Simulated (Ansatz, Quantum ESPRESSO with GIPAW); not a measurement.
# Assigning the 13C lines of Mg2C3

The values are calculated: DFT, PBE, plane-wave PAW (pslibrary 1.0.0 recipes), scalar-relativistic, GIPAW shieldings (Quantum ESPRESSO with GIPAW, a patched development version). Shifts follow from reference lines fitted to measured solids with this functional and these files. 13C: δ = (172.7 − σ) / 1.041, zero at TMS, fitted to 5 measured values, from C, C3H4O4 and SiC, with a scatter of 1.3 ppm r.m.s., with σ taken with the shape term of a sphere (7.0 ppm here). Kinds of site that fitted badly were split off after the misses were seen, so the scatter is that of the points kept. Spans are on the shift scale.

```
CELL_PARAMETERS angstrom
2.41550 -2.35000 0.00000
2.41550 2.35000 0.00000
-1.22707 0.00000 4.83328
ATOMIC_POSITIONS crystal
Mg 0.19067 0.19067 0.80091
Mg 0.80933 0.80933 0.19909
C 0.50000 0.50000 0.50000
C 0.70017 0.70017 0.73690
C 0.29983 0.29983 0.26310
```

The cell is an entry of the Crystallography Open Database; it need not be the form that is stable at ambient conditions. The coordinates shown are those after relaxation (atoms relaxed).

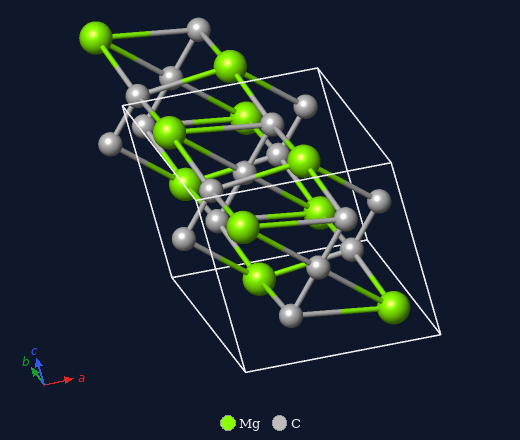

The structure (magnesium green, carbon light grey). 1×2×1 conventional cells are drawn. Some periodic images of atoms are drawn too.

The C sites:

```
site  atom no.  atoms in cell  site symmetry    surroundings  bonds (Å)
C(1)         3              1            2/m  2 C neighbours      1.330
C(2)         4              2              m   1 C neighbour      1.330
```

The lines to be assigned:

```
line  δ_iso (ppm)  relative area  span (ppm)  skew
   A        189.2              1       307.4  0.89
   B         65.3              2        61.9  0.46
```

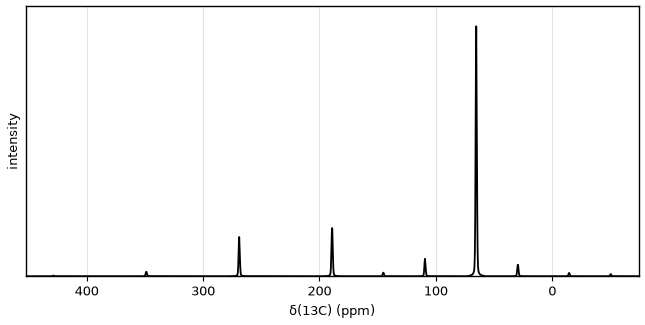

Simulated spectrum: 13C MAS at 10 kHz, 11.7 T (125.3 MHz), lines broadened by 1.2 ppm; rigid lattice, with dipolar and J couplings left out. Lines over 1.5 % of the strongest (ppm: area): 348.8: 0.02, 269.0: 0.16, 189.2: 0.21, 145.1: 0.02, 109.3: 0.07, 65.3: 1.00, 29.5: 0.05.

Q: Assign the lines to the sites.

A: A is C(1) (2 C neighbours); B is C(2) (1 C neighbour). The areas settle A and B, whose multiplicities are unique. The bonded neighbours set the region: A with C2; B with C.

[Banner, clock, file and message-heading lines were taken out of the pw.x and gipaw.x logs.]

[Logs are printed without paths, hosts, clocks, repeated set-up lines and the standing remarks that a program may print on its own settings, such as how far it seeks lower states.]

[Hosts, paths, dates, database ids (printed as entryN), source tags and the programs' standing remarks are cut or masked in the printed files.]
